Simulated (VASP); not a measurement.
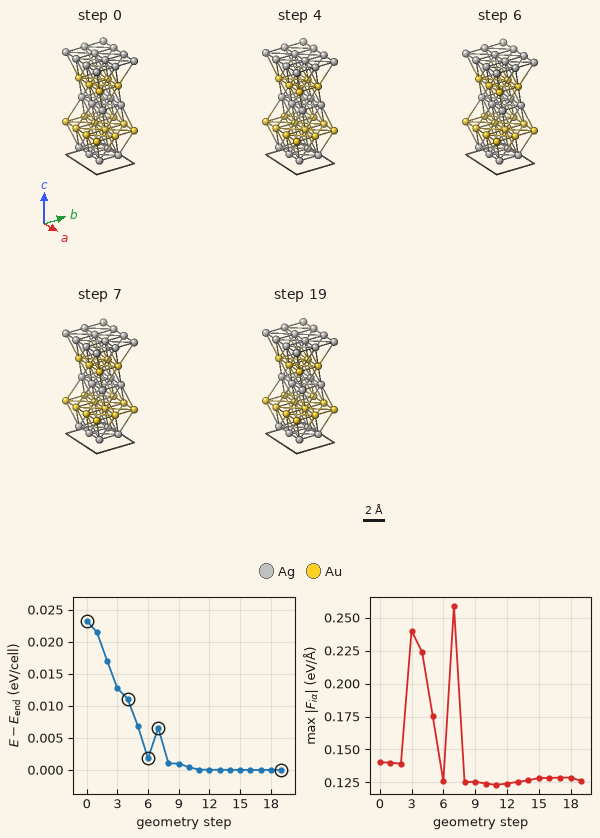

Frames of a relaxation of a slab of composition Ag3Au2, marked on the history of the run. A ball-and-stick model of the 3 × 2 repeat of the cell, outlined in the plane, without the vacuum, seen slightly off an axis.

The run lets the atoms move in a fixed cell. 2 atoms are held fixed.

Theory: VASP 6.6.1, Kohn-Sham DFT of a periodic cell, PBEsol, VASP PAW PBE potentials, recommended.

Input file:
```
ALGO     = Normal         # electronic algorithm
DIPOL    = 0.5 0.5 0.500
EDIFF    = 1E-6           # SCF threshold, eV
EDIFFG   = -0.005         # ionic threshold
ENCUT    = 520            # plane-wave cutoff, eV
GGA      = PS             # functional
IBRION   = 2              # ionic algorithm
IDIPOL   = 3            
ISIF     = 2              # what is computed and relaxed
ISMEAR   = 0              # smearing method
LASPH    = T              # aspherical terms in the spheres
LCHARG   = F              # write CHGCAR
LDIPOL   = T            
LREAL    = F              # projectors in reciprocal space
LWAVE    = F              # write WAVECAR
NELM     = 60             # most SCF steps
NSW      = 40             # ionic steps
PREC     = Accurate       # precision mode
SIGMA    = 0.05           # smearing width, eV
```

Run as
```bash
cat potpaw_PBE.64/Ag/POTCAR potpaw_PBE.64/Au/POTCAR > POTCAR
mpirun -np 1 vasp_std > vasp.out
```

> Describe the path.

Over 19 geometry steps the energy falls by 23.3 meV per cell of the calculation. Largest force component: 0.14 eV/Å at the start, 0.13 eV/Å at the end. The atom that moves furthest is an Ag atom (0.18 Å along the normal (−c)). By element the largest moves are Ag 0.18 Å, Au 0.14 Å. The cell doesn't change. Some distances before and after: Ag–Au 2.903 → 2.846 Å, Ag–Au 2.903 → 2.870 Å. From step 0 to 4: an Ag atom moves most (0.07 Å), energy −12.2 meV per cell of the calculation. From step 4 to 6: an Ag atom moves most (0.07 Å), energy −9.3 meV per cell of the calculation. From step 6 to 7: an Ag atom moves most (0.09 Å), energy +4.8 meV per cell of the calculation. From step 7 to 19: an Ag atom moves most (0.06 Å), energy −6.6 meV per cell of the calculation.

| step | E − E(0), meV/atom | largest force component, eV/Å |
| --- | --- | --- |
| 0 | 0.00 | 0.1403 |
| 1 | -0.36 | 0.1401 |
| 2 | -1.25 | 0.1392 |
| 3 | -2.11 | 0.2402 |
| 4 | -2.44 | 0.2238 |
| 5 | -3.28 | 0.1753 |
| 6 | -4.30 | 0.1258 |
| 7 | -3.34 | 0.2591 |
| 8 | -4.46 | 0.1254 |
| 9 | -4.46 | 0.1255 |
| 10 | -4.58 | 0.1242 |
| 11 | -4.65 | 0.1232 |
| 12 | -4.65 | 0.1242 |
| 13 | -4.65 | 0.1254 |
| 14 | -4.66 | 0.1266 |
| 15 | -4.66 | 0.1283 |
| 16 | -4.66 | 0.1284 |
| 17 | -4.66 | 0.1287 |
| 18 | -4.66 | 0.1287 |
| 19 | -4.66 | 0.1262 |
